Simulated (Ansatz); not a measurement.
**CO2 (carbon dioxide): wB97M-V/STO-3G**

Aim: the electronic atomisation energy of CO2 (carbon dioxide) at wB97M-V/STO-3G, from 3 runs. 

Program for the calculation: Ansatz 0.2.0.

43 further runs of the same task are left out: 7 that didn't finish, 36 set aside as unsound or not needed.

### Step 1. Starting point

The species is CO2 (3 atoms), meant as a singlet with charge 0. As SMILES, `O=C=O`. The coordinates come from a PBE0-D4/def2-TZVP relaxation.

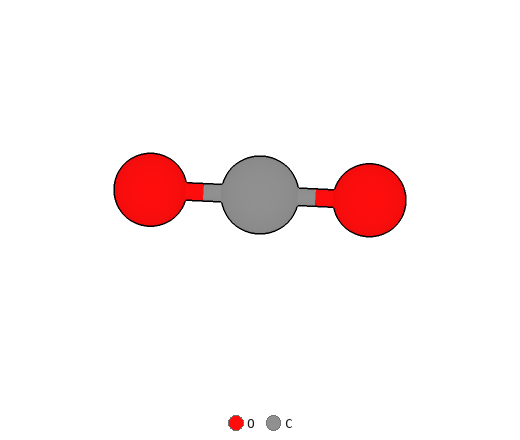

Viewed from a chosen angle; oxygen red, carbon grey.

### Step 2. A single-point energy at wB97M-V/STO-3G

Contents of input.yaml:

```yaml
crystal:
  periodic: [false, false, false]
  atoms:
    - {symbol: O, position_ang: [0.371620, -1.091900, 0.088230]}
    - {symbol: C, position_ang: [0.000120, 0.000050, 0.000070]}
    - {symbol: O, position_ang: [-0.371750, 1.091850, -0.088290]}
basis:
  gaussian:
    orbitals: STO-3G
hamiltonian:
  xc: {name: wB97M-V}
accuracy: high
```

Run with:

```bash
ansatz run input.yaml --threads 1 --pin off --max-ram 3480MiB --events-out events.jsonl --progress --plain --runs-dir runs
```

The program printed:

```text
Warning: RAYON_NUM_THREADS=1 ignored (pool sized by the plan → 1); use --threads N
Functional definition: wB97M-V
  name "wB97M-V"
  parameter omega = 0.3/bohr
  parameter cx = 0.15
  parameter cx01 = 1.007
  parameter cx10 = 0.259
  parameter css00 = 0.443
  parameter css04 = -1.437
  parameter css10 = -4.535
  parameter css20 = -3.390
  parameter css43 = 4.278
  parameter cos00 = 1.000
  parameter cos10 = 1.358
  parameter cos20 = 2.924
  parameter cos21 = -8.812
  parameter cos60 = -1.390
  parameter cos61 = 9.142
  parameter b = 6.0
  parameter c = 0.01
  gx(w, u) = 1 - cx + cx01*u + cx10*w
  gss(w, u) = css00 + css04*u^4 + css10*w + css20*w^2 + css43*w^4*u^3
  gos(w, u) = cos00 + cos10*w + (cos20 + cos21*u)*w^2 + (cos60 + cos61*u)*w^6
  exchange = spin_sum(e_x_unif_sr(omega)*gx(b97_w, b97_u_x)) + cx*exact_x_sr(omega) + exact_x_lr(omega)
  correlation = spin_sum(e_c_pw_mod_same_spin*gss(b97_w, b97_u_same))
      + integral(e_c_pw_mod_opposite_spin*gos(b97_w_opposite, b97_u_opposite)) + vv10(b, c)
252 factors; integrals over basis functions are off by at most 2.2e-8 eV
108 factors; integrals over basis functions are off by at most 5.6e-10 eV
mean field evaluation 1: about -5057.2862 eV, gradient 3.6e1 eV
mean field evaluation 2: about -5058.6035 eV, gradient 3.2e1 eV
mean field evaluation 4: about -5060.9134 eV, gradient 1.5e-1 eV
mean field evaluation 8: about -5060.8828 eV, gradient 5.9e-4 eV
mean field evaluation 16: about -5060.8828 eV, gradient 8.6e-8 eV
mean field -5060.88281771 eV, -185.9840131611 hartree, gradient 8.6e-8 eV, S^2 0.000000; 0 other end points of the search recorded, 0 dependent functions left out
reference -5060.88281874 eV, -185.9840131991 hartree; 11, 11 occupied and 4, 4 virtual orbitals, 252 factors
Total energy: -5060.88281874 eV, -185.9840131991 hartree
```

It took 5.1 s on 1 thread of Intel Xeon Platinum 8488C (Sapphire Rapids), shared host; peak memory 0.2 GiB.

### Step 3. The C atom

Contents of run.yaml:

```yaml
crystal:
  periodic: [false, false, false]
  atoms:
    - {symbol: C, position_ang: [0.000000, 0.000000, 0.000000]}
basis:
  gaussian:
    orbitals: STO-3G
magnetization:
  spin_polarized: true
  initial_magnetization: 2
accuracy: high
hamiltonian:
  xc: {name: wB97M-V}
```

Run with:

```bash
ansatz run run.yaml --threads 1 --pin off --max-ram 3480MiB --events-out events.jsonl --progress --plain --runs-dir runs
```

The program printed:

```text
Warning: RAYON_NUM_THREADS=1 ignored (pool sized by the plan → 1); use --threads N
[... 19 set-up lines as earlier in the session ...]
  gx(w, u) = 1 - cx + cx01*u + cx10*w
  gss(w, u) = css00 + css04*u^4 + css10*w + css20*w^2 + css43*w^4*u^3
  gos(w, u) = cos00 + cos10*w + (cos20 + cos21*u)*w^2 + (cos60 + cos61*u)*w^6
[... 2 set-up lines as earlier in the session ...]
      + integral(e_c_pw_mod_opposite_spin*gos(b97_w_opposite, b97_u_opposite)) + vv10(b, c)
15 factors; integrals over basis functions are off by at most 9.8e-10 eV
15 factors; integrals over basis functions are off by at most 5.5e-10 eV
mean field evaluation 1: about -1016.3076 eV, gradient 7.9e-10 eV
mean field evaluation 2: about -1016.3078 eV, gradient 7.9e-10 eV
mean field -1016.30781270 eV, -37.3486232384 hartree, gradient 0.0e0 eV, S^2 2.000000; 0 other end points of the search recorded, 0 dependent functions left out
reference -1016.30781374 eV, -37.3486232768 hartree; 4, 2 occupied and 1, 3 virtual orbitals, 15 factors
Total energy: -1016.30781374 eV, -37.3486232768 hartree
```

It took 1.1 s on 1 thread of Intel Xeon Platinum 8488C (Sapphire Rapids), shared host; peak memory 0.15 GiB.

### Step 4. The O atom

Contents of input.yaml:

```yaml
crystal:
  periodic: [false, false, false]
  atoms:
    - {symbol: O, position_ang: [0.000000, 0.000000, 0.000000]}
basis:
  gaussian:
    orbitals: STO-3G
magnetization:
  spin_polarized: true
  initial_magnetization: 2
hamiltonian:
  xc: {name: wB97M-V}
accuracy: high
```

Run with:

```bash
ansatz run input.yaml --threads 1 --pin off --max-ram 3480MiB --events-out events.jsonl --progress --plain --runs-dir runs
```

The program printed:

```text
Warning: RAYON_NUM_THREADS=1 ignored (pool sized by the plan → 1); use --threads N
[... 19 set-up lines as earlier in the session ...]
  gx(w, u) = 1 - cx + cx01*u + cx10*w
  gss(w, u) = css00 + css04*u^4 + css10*w + css20*w^2 + css43*w^4*u^3
  gos(w, u) = cos00 + cos10*w + (cos20 + cos21*u)*w^2 + (cos60 + cos61*u)*w^6
[... 2 set-up lines as earlier in the session ...]
      + integral(e_c_pw_mod_opposite_spin*gos(b97_w_opposite, b97_u_opposite)) + vv10(b, c)
15 factors; integrals over basis functions are off by at most 1.1e-9 eV
15 factors; integrals over basis functions are off by at most 4.2e-10 eV
mean field evaluation 1: about -2014.7696 eV, gradient 6.5e-10 eV
mean field evaluation 2: about -2014.7709 eV, gradient 3.8e-10 eV
mean field -2014.77087902 eV, -74.0414641433 hartree, gradient 0.0e0 eV, S^2 2.000000; 0 other end points of the search recorded, 0 dependent functions left out
reference -2014.77087952 eV, -74.0414641616 hartree; 5, 3 occupied and 0, 2 virtual orbitals, 15 factors
Total energy: -2014.77087952 eV, -74.0414641616 hartree
```

It took 1.3 s on 1 thread of Intel Xeon Platinum 8488C (Sapphire Rapids), shared host; peak memory 0.16 GiB.

### Step 5. What came out

At wB97M-V/STO-3G:

| quantity | value |
| --- | --- |
| molecule: total energy | -185.98401 Eh |
| C atom: total energy | -37.34862 Eh |
| C atom: ⟨S²⟩ | 2.000 |
| O atom: total energy | -74.04146 Eh |
| O atom: ⟨S²⟩ | 2.000 |
| electronic atomisation energy | 15.033 eV |

What this shows: Taking the molecule apart into free atoms costs 15.03 eV (347 kcal/mol), before zero-point energy and without spin-orbit coupling. In a minimal basis such a difference can be off by several eV, whatever the method.
